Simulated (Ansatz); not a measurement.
# SrMg (Pm-3m): relaxing the cell for a phonon run

Wanted: the relaxed cell of SrMg (Pm-3m).

Method: DFT PBEsol, scalar-relativistic, plane waves, PAW; PAW set soft_1, in Ansatz 0.2.0.

### Step 1. The structure

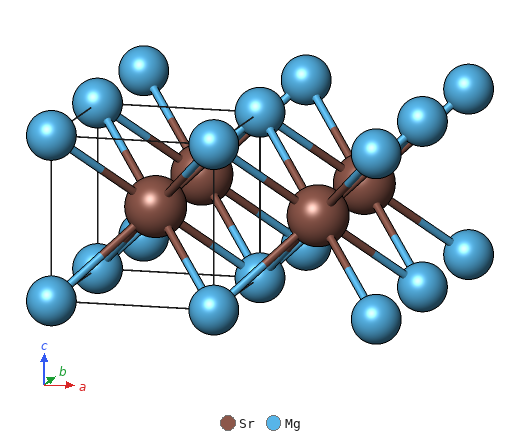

The starting structure, seen slightly off an axis (strontium brown, magnesium blue). 2×2×1 cells are drawn. Some periodic images of atoms are drawn too.

### Step 2. Probe on a coarse mesh

First a cheap look: the gap decides the mesh and the occupations, the pressure tells how far the cell has to move.

input.yaml

```yaml
crystal:
  lattice:
    - [3.9, 0.0, 0.0]
    - [0.0, 3.9, 0.0]
    - [0.0, 0.0, 3.9]
  atoms:
    - { symbol: Sr, position: [0.5, 0.5, 0.5] }
    - { symbol: Mg, position: [0.0, 0.0, 0.0] }
kpoints:
  mp_grid: { grid: [6, 6, 6] }
hamiltonian:
  xc: pbesol
  pseudopotentials: { kind: paw, azcp: { folder: soft_1 }, xc_functional: pbe }
scf:
  occupations: { method: gaussian, width: 0.1 }
output:
  forces: true
  stress: true
  eigenvalues: true
```

Run with:

```console
$ ansatz run input.yaml --threads 4 --pin off --max-ram 10240MiB --backend cpu --events-out ev --progress --plain --runs-dir out
```

Numbers of over 12 decimals in the logs are rounded to 6 here.

The log of the run:

```text
Engine: ansatz 0.2.0, aarch64-unknown-linux-gnu
Pseudopotentials: kind: paw
Pseudopotential: Sr, paw, valence charge 10, recommended cutoff 420 eV (normal), soft_1/Sr.paw.azcp
Pseudopotential: Mg, paw, valence charge 10, recommended cutoff 420 eV (normal), soft_1/Mg.paw.azcp
Functional definition: PBEsol
  exchange = pbesol_x
  correlation = pbesol_c
Crystal: 2 atoms, lattice volume = 59.319 Å³
[...]
--- Band table (eV; the first three rows and the last of 20) ---
  k-point 0: bands = [... 6 lower, -10.3138, -10.3138, 1.8331, 7.7280, 7.7280, 11.5299, 11.5299, 11.5299]
  k-point 1: bands = [... 6 lower, -10.3069, -10.3069, 2.1813, 7.4326, 7.9227, 10.6383, 10.6383, 11.2268]
  k-point 2: bands = [... 6 lower, -10.2928, -10.2928, 3.1418, 6.1691, 8.4176, 9.8008, 9.8008, 12.1158]
  k-point 19: bands = [... 6 lower, -10.5285, -10.5285, 6.2682, 6.2682, 6.2682, 8.3021, 10.9352, 10.9352]
[key lines of the parts left out:]
SCF converged after 6 iterations
Free energy (F): -5404.278808 eV
Fermi energy:    7.039082 eV
P = ⅓ Tr σ = 4.7215 GPa (47.215 kbar)
```

The job ended after 0.38 s (4 threads of Arm Neoverse V2, shared host; peak memory 0.28 GiB; 1 s of CPU time).

This step gave:

* pressure: 4.722 GPa
* volume per atom: 29.66 Å³
* gap on the k-mesh: 0 eV

The coarse mesh shows no gap and a pressure of 4.7 GPa.

### Step 3. Bringing the structure to rest, k-mesh 12×12×12

Harmonic phonons are second derivatives at a point where the forces vanish, and they are wanted at zero stress, so atoms and cell are relaxed first.

input.yaml, the sections that differ from step 2:

```yaml
kpoints:
  mp_grid: { grid: [12, 12, 12] }
output:
  forces: true
  stress: true
  eigenvalues: true
  write_density: true
  write_potential: true
  elf: true
  volumetric_format: npy
relax:
  adjacent_minimum: "off"
  f_tol: 0.005
  max_steps: 80
  cell: { stress_tol: 0.05 }
# crystal, hamiltonian, scf: as in step 2
```

The log of the run:

```text
[...]
Crystal: 2 atoms, lattice volume = 59.319 Å³
Basis set: ecut = 420 eV, 1189 PW (Γ), exchange–correlation on 54×54×54 points (8 copies of the dense FFT grid, shifted against one another)
Bands: 14, of which v1, the nominal top of the filled ones, is band 10 counted from 1 (9 counted from 0)
Symmetry: 48 space group operations
[...]
k-points: 84 of 1728
[...]
SCF iter   1: F=—  HF=-5404.416910 eV  |F-HF|=—  |Δ(HF+E_count)|=         —  Δρ=1.75e-2  dr2=3.01e-1  ethr=3.10e-3  ⟨swp⟩=7.3  Hψ=7844  notcnv=0
[...]
SCF iter   6: F=-5404.265873 eV  HF=-5404.265873 eV  |F-HF|=7.20e-9  |Δ(HF+E_count)|=   2.21e-7  Δρ=4.95e-6  dr2=1.63e-8  ethr=5.00e-10  ⟨swp⟩=10.7  Hψ=10254  notcnv=0
SCF 1 converged in 6 iterations: F = -5404.265873 eV  dr2 = 1.63e-8
[...]
relax step   1: F+E_penalty+E_count = -5404.26587300 eV  Δ(F+E_penalty+E_count) = +0.000e0 eV  max|allowed force component| = 5.292e-30 eV/Å  Δτ_max = 0.0000 Å  P = +4.864 GPa  Ω = 59.319 Å³  (6 SCF iters, dr2 threshold 1.00e-7 eV, accepted)
Crystal: 2 atoms, lattice volume = 66.561 Å³
Basis set: ecut = 420 eV, 1309 PW (Γ), exchange–correlation on 54×54×54 points (8 copies of the dense FFT grid, shifted against one another)
[...]
iter 1 solved again at ethr=1.80e-5 eV; its pass at ethr=3.10e-3 eV (dr2=3.59e-3 eV) is discarded
[...]
SCF iter   5: F=-5404.397673 eV  HF=-5404.397673 eV  |F-HF|=1.38e-8  |Δ(HF+E_count)|=   1.53e-6  Δρ=1.52e-5  dr2=1.44e-7  ethr=1.00e-9  ⟨swp⟩=10.8  Hψ=10211  notcnv=0
SCF 2 converged in 5 iterations: F = -5404.397673 eV  dr2 = 1.44e-7
relax step   2: F+E_penalty+E_count = -5404.39767267 eV  Δ(F+E_penalty+E_count) = -1.318e-1 eV  max|allowed force component| = 4.224e-30 eV/Å  Δτ_max = 0.0000 Å  P = +1.279 GPa  Ω = 66.561 Å³  energy of the carried Pulay correction = -1.653e-4 eV  (5 SCF iters, dr2 threshold 2.00e-7 eV, accepted)
Crystal: 2 atoms, lattice volume = 69.590 Å³
Basis set: ecut = 420 eV, 1357 PW (Γ), exchange–correlation on 54×54×54 points (8 copies of the dense FFT grid, shifted against one another)
[...]
SCF iter   5: F=-5404.411548 eV  HF=-5404.411548 eV  |F-HF|=2.55e-9  |Δ(HF+E_count)|=   1.35e-7  Δρ=5.28e-6  dr2=2.07e-8  ethr=1.00e-9  ⟨swp⟩=11.7  Hψ=9652  notcnv=0
SCF 3 converged in 5 iterations: F = -5404.411548 eV  dr2 = 2.07e-8
relax step   3: F+E_penalty+E_count = -5404.41154811 eV  Δ(F+E_penalty+E_count) = -1.388e-2 eV  max|allowed force component| = 8.546e-31 eV/Å  Δτ_max = 0.0000 Å  P = +0.229 GPa  Ω = 69.590 Å³  energy of the carried Pulay correction = -2.289e-4 eV  (5 SCF iters, dr2 threshold 2.00e-7 eV, accepted)
[...]
relax step   4: F+E_penalty+E_count = -5404.41206095 eV  Δ(F+E_penalty+E_count) = -5.128e-4 eV  max|allowed force component| = 2.284e-30 eV/Å  Δτ_max = 0.0000 Å  P = -0.006 GPa  Ω = 70.357 Å³  energy of the carried Pulay correction = -2.446e-4 eV  (4 SCF iters, dr2 threshold 1.31e-7 eV, accepted)
Basis set: ecut = 420 eV, 1357 PW (Γ), exchange–correlation on 60×60×60 points (8 copies of the dense FFT grid, shifted against one another)
[...]
SCF iter   6: F=-5404.412634 eV  HF=-5404.412634 eV  |F-HF|=3.64e-12  |Δ(HF+E_count)|=  6.64e-11  Δρ=3.38e-8  dr2=1.14e-12  ethr=1.00e-12  ⟨swp⟩=8.3  Hψ=6614  notcnv=0
SCF 5 converged in 6 iterations: F = -5404.412634 eV  dr2 = 1.14e-12
relax step   5: F+E_penalty+E_count = -5404.41263419 eV  Δ(F+E_penalty+E_count) = -5.732e-4 eV  max|allowed force component| = 2.013e-30 eV/Å  Δτ_max = 0.0000 Å  P = +0.009 GPa  Ω = 70.357 Å³  stress off target by 9.23e-3 GPa  SCF on the basis re-selected at this cell (its energy is not comparable with the rows above)  (6 SCF iters)
basis re-selected at this cell: Δ(F+E_penalty+E_count) = -5.732e-4 eV, ΔP = +0.016 GPa vs the last step (what re-selecting the basis moved, of the pressure what is left beyond the Pulay correction that the steps carried, after the strain that the cell walked since its last selection, with what the two solves' SCF thresholds leave and, on support functions, any second-order correction that the steps lacked; it is no measure of the basis error at this ecutwfc). The dense FFT grid was sized anew with the basis: this SCF ran on 30×30×30 points, the steps before it on 27×27×27, so part of this shift can come from that change (see relax.cell in the input reference). [rest of the remark cut]
SCF converged after 6 iterations
Free energy (F): -5404.412634 eV
[...]
Internal energy: -5404.401809 eV  (E = F + TS)
E sigma→0 (E₀):  -5404.407222 eV
Entropy (-TS):   -0.010825 eV (-5.413 meV/atom)
Fermi energy:    5.655818 eV
[...]
--- Stress (GPa, compression-positive) ---
        0.009226       0.000000       0.000000
        0.000000       0.009226      -0.000000
        0.000000      -0.000000       0.009226
  P = ⅓ Tr σ = 0.0092 GPa (0.092 kbar)
--- Band table (eV; the first three rows and the last of 84) ---
  k-point 0: bands = [... 6 lower, -12.0954, -12.0954, 0.7906, 6.4825, 6.4825, 9.4486, 9.4486, 9.4486]
  k-point 1: bands = [... 6 lower, -12.0943, -12.0943, 0.8650, 6.3953, 6.5255, 9.2102, 9.2102, 9.3106]
  k-point 2: bands = [... 6 lower, -12.0916, -12.0916, 1.0844, 6.0674, 6.6504, 8.8080, 8.8080, 9.2107]
  k-point 83: bands = [... 6 lower, -12.2176, -12.2176, 5.0943, 5.0943, 5.0943, 6.3397, 8.8434, 8.8434]
--- Relaxed structure (4 steps of the walk, 4 accepted, 1 SCFs on fresh bases) ---
  F+E_penalty+E_count = -5404.41263419 eV   max|allowed force component| = 2.013e-30 eV/Å   (the final SCF, on the basis selected at the relaxed cell)
  cell:  # Å, volume = 70.3567 Å³
    - [4.128274, 0, 0]
    - [0, 4.128274, 0]
    - [0, 0, 4.128274]
  atoms:
    - { symbol: Sr, position: [0.5, 0.5, 0.5] }
    - { symbol: Mg, position: [0, 0, 0] }
```

Wall time 5.2 s (4 threads); peak memory 0.41 GiB; 19 s of CPU time.

Step by step:

| step | energy less that of the first step (eV) | largest force component (eV/Å) | pressure (GPa) | volume (Å³) |
| --- | --- | --- | --- | --- |
| 1 | 0.0000 | 0.0000 | 4.86 | 59.32 |
| 2 | -0.1318 | 0.0000 | 1.28 | 66.56 |
| 3 | -0.1457 | 0.0000 | 0.23 | 69.59 |
| 4 | -0.1462 | 0.0000 | -0.01 | 70.36 |
| 5* | -0.1468 | 0.0000 | 0.01 | 70.36 |

Relaxation steps marked * repeat the geometry before them on a plane-wave basis chosen anew for their cell, so energy and pressure can jump there.

The run keeps the 48 symmetry operations that it works with, so distortions that break them were not tested.

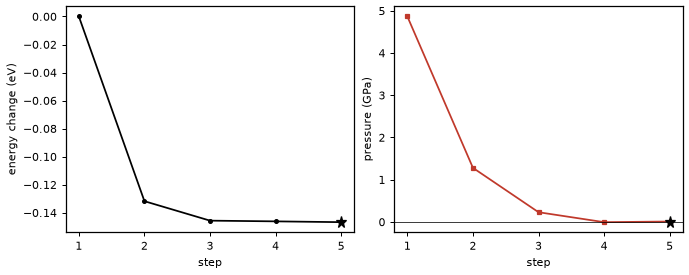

Energy and pressure along the relaxation. Stars mark steps on a basis chosen anew.

| conventional cell, symmetrised | before | after | change |
| --- | --- | --- | --- |
| a (Å) | 3.900 | 4.128 | +5.9 % |
| b (Å) | 3.900 | 4.128 | +5.9 % |
| c (Å) | 3.900 | 4.128 | +5.9 % |
| volume (Å³/atom) | 29.66 | 35.18 | +18.6 % |

Final coordinates:

```cif
data_structure
_symmetry_space_group_name_H-M 'P 1'
_symmetry_Int_Tables_number 1
_cell_length_a 4.1283
_cell_length_b 4.1283
_cell_length_c 4.1283
_cell_angle_alpha 90.000
_cell_angle_beta 90.000
_cell_angle_gamma 90.000
_cell_volume 70.36
loop_
_atom_site_label
_atom_site_type_symbol
_atom_site_fract_x
_atom_site_fract_y
_atom_site_fract_z
_atom_site_occupancy
Sr1 Sr 0.50000 0.50000 0.50000 1
Mg2 Mg 0.00000 0.00000 0.00000 1
```

Numbers from this step:

| Item | Value |
| --- | --- |
| pressure | 0.009226 GPa |
| volume per atom | 35.18 Å³ |

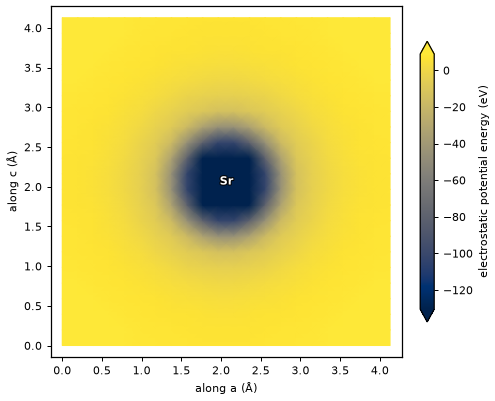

Electrostatic potential energy in the ac plane at fractional y = 0.500, with atoms of Sr within 0.2 Å of it. With pseudopotentials it is smooth inside the atoms' cores, unlike the true potential.

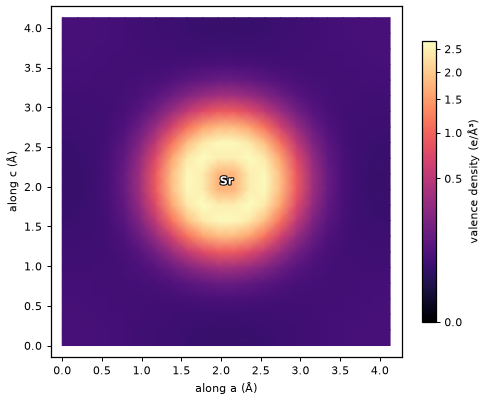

Valence density in the ac plane at fractional y = 0.500, with atoms of Sr within 0.2 Å of it. It is the smooth field of the valence electrons, not physical close to the nuclei. The colour scale is stretched toward low values.

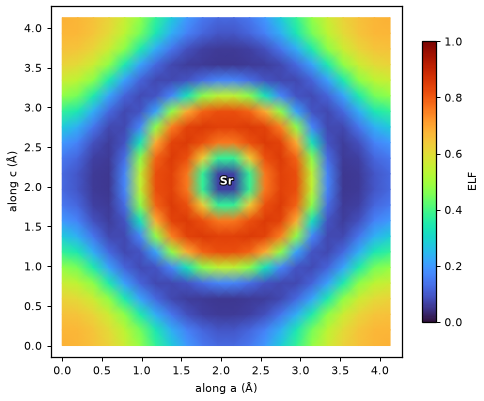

ELF in the ac plane at fractional y = 0.500, with atoms of Sr within 0.2 Å of it. It is the smooth field of the valence electrons, not physical close to the nuclei.

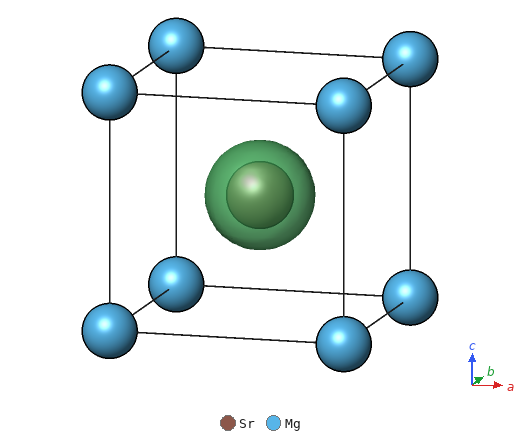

Surface of ELF = 0.78.

In this step the volume went from 29.66 to 35.18 Å³/atom.

### Step 4. Relaxation, k-mesh 10×10×10

The relaxation is repeated from its end, on the mesh and smearing that suit the cell and gap now reached.

input.yaml, as its differences from that of step 3:

```diff
@@ -2,5 +2,5 @@
   lattice:
-    - [3.9, 0.0, 0.0]
-    - [0.0, 3.9, 0.0]
-    - [0.0, 0.0, 3.9]
+    - [4.1282742471, 0.0, 0.0]
+    - [0.0, 4.1282742471, 0.0]
+    - [0.0, 0.0, 4.1282742471]
   atoms:
@@ -9,3 +9,3 @@
 kpoints:
-  mp_grid: { grid: [12, 12, 12] }
+  mp_grid: { grid: [10, 10, 10] }
 hamiltonian:
```

The log of the run:

```text
[...]
Crystal: 2 atoms, lattice volume = 70.357 Å³
Basis set: ecut = 420 eV, 1357 PW (Γ), exchange–correlation on 60×60×60 points (8 copies of the dense FFT grid, shifted against one another)
Bands: 14, of which v1, the nominal top of the filled ones, is band 10 counted from 1 (9 counted from 0)
Symmetry: 48 space group operations
[...]
k-points: 56 of 1000
[...]
k-point 55: bands = [... 6 lower, -12.2206, -12.2206, 5.0942, 5.0942, 5.0942, 6.3414, 8.8427, 8.8427]
--- Relaxed structure (1 steps of the walk, 1 accepted, 1 SCFs on fresh bases) ---
[...]
cell:  # Å, volume = 70.3567 Å³
    - [4.1282742471, 0.0, 0.0]
    - [0.0, 4.1282742471, 0.0]
    - [0.0, 0.0, 4.1282742471]
  atoms:
    - { symbol: Sr, position: [0.5, 0.5, 0.5] }
    - { symbol: Mg, position: [0.0, 0.0, 0.0] }
[key lines of the parts left out:]
SCF converged after 5 iterations
Free energy (F): -5404.419424 eV
Fermi energy:    5.652271 eV
P = ⅓ Tr σ = 0.0452 GPa (0.452 kbar)
```

It took 1.9 s on 4 threads; peak memory 0.36 GiB.

Little changed from the start: no atom moved by 0.005 Å and no cell edge by 0.1 %.

This step gave:

```
pressure : 0.04523 GPa
```

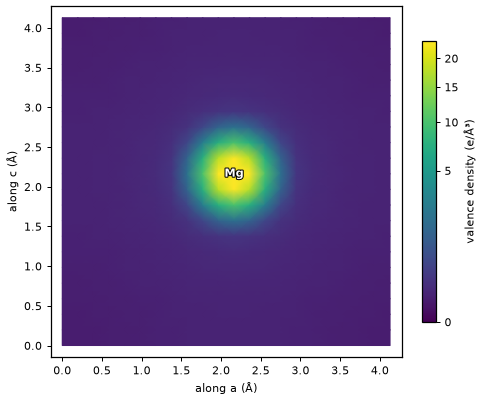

Valence density in the ac plane at fractional y = 0.000, with atoms of Mg within 0.2 Å of it. It is the smooth field of the valence electrons, not physical close to the nuclei. The map starts off the cell's origin, so that atoms lie inside it. The colour scale is stretched toward low values.

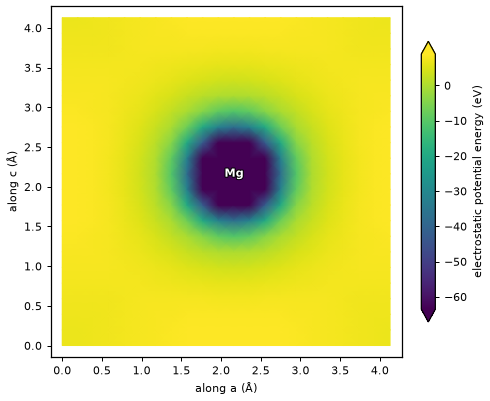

Electrostatic potential energy in the ac plane at fractional y = 0.000, with atoms of Mg within 0.2 Å of it. With pseudopotentials it is smooth inside the atoms' cores, unlike the true potential. The map starts off the cell's origin, so that atoms lie inside it.

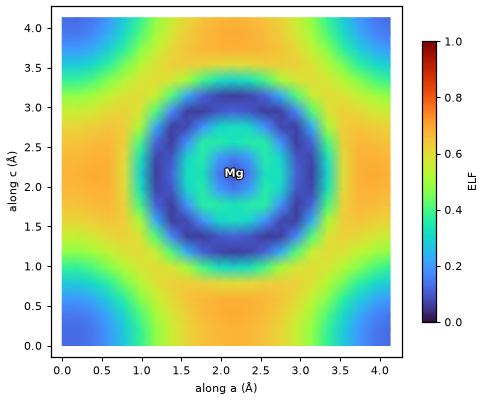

ELF in the ac plane at fractional y = 0.000, with atoms of Mg within 0.2 Å of it. It is the smooth field of the valence electrons, not physical close to the nuclei. The map starts off the cell's origin, so that atoms lie inside it.

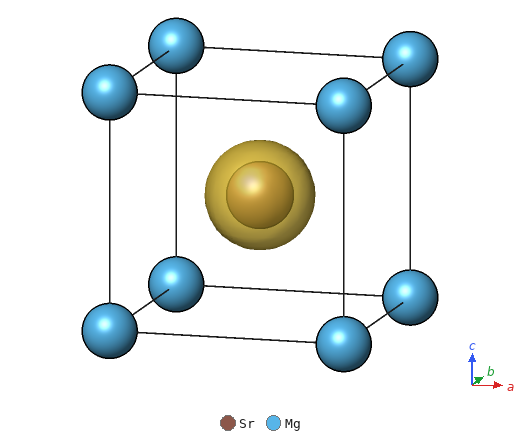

Surface of ELF = 0.78.

In this step the volume went from 35.18 to 35.18 Å³/atom.

### Step 5. Relaxing to small forces for the phonons

Phonons need a cell at rest on their own settings, so the relaxation is repeated with tight tolerances on forces and stress on the k mesh and occupations of the first response run.

input.yaml, the sections that differ from step 4:

```yaml
kpoints:
  mp_grid: { grid: [12, 12, 12] }
scf:
  occupations: { method: methfessel_paxton, width: 0.2 }
output:
  forces: true
  stress: true
  eigenvalues: true
relax:
  adjacent_minimum: "off"
  f_tol: 0.001
  max_steps: 60
  cell: { stress_tol: 0.01 }
# crystal, hamiltonian: as in step 4
```

The log of the run:

```text
[...]
Crystal: 2 atoms, lattice volume = 70.357 Å³
Basis set: ecut = 420 eV, 1357 PW (Γ), exchange–correlation on 60×60×60 points (8 copies of the dense FFT grid, shifted against one another)
Bands: 14, of which v1, the nominal top of the filled ones, is band 10 counted from 1 (9 counted from 0)
Symmetry: 48 space group operations
[...]
k-points: 84 of 1728
[...]
k-point 83: bands = [... 6 lower, -12.2176, -12.2176, 5.0943, 5.0943, 5.0943, 6.3398, 8.8434, 8.8434]
--- Relaxed structure (1 steps of the walk, 1 accepted, 1 SCFs on fresh bases) ---
[...]
cell:  # Å, volume = 70.3567 Å³
    - [4.1282742471, 0.0, 0.0]
    - [0.0, 4.1282742471, 0.0]
    - [0.0, 0.0, 4.1282742471]
  atoms:
    - { symbol: Sr, position: [0.5, 0.5, 0.5] }
    - { symbol: Mg, position: [0.0, 0.0, 0.0] }
[key lines of the parts left out:]
SCF converged after 6 iterations
Free energy (F): -5404.408845 eV
Fermi energy:    5.653529 eV
P = ⅓ Tr σ = 0.0005 GPa (0.005 kbar)
```

Run time: 2.5 s. Hardware: 4 threads; peak memory 0.4 GiB; 9.1 s of CPU time.

Little changed from the start: no atom moved by 0.005 Å and no cell edge by 0.1 %.

This step gave:

| Item | Value |
| --- | --- |
| pressure | 5.19e-4 GPa |

The forces vanish by symmetry and the pressure is 0.001 GPa, within the tolerances set. The cell now holds 35.18 Å³/atom.

### Step 6. Results

| Property | Result |
| --- | --- |
| space group after relaxation (within 0.01 Å) | Pm-3m |
| lattice constant a | 4.128 Å |
| lattice constant b | 4.128 Å |
| lattice constant c | 4.128 Å |
| volume per atom | 35.2 Å³ |

The forces vanish by symmetry and the pressure is 0.001 GPa, within the tolerances set. The cell now holds 35.18 Å³/atom. The relaxation keeps the symmetry of its start, so it says nothing on stability against lower symmetry. The PAW files were made for PBE and serve the other functionals too.

[Logs are printed without paths, hosts, clocks, repeated set-up lines and the standing remarks that a program may print on its own settings, such as how far it seeks lower states.]

[Hosts, paths, dates, database ids (printed as entryN), source tags and the programs' standing remarks are cut or masked in the printed files.]
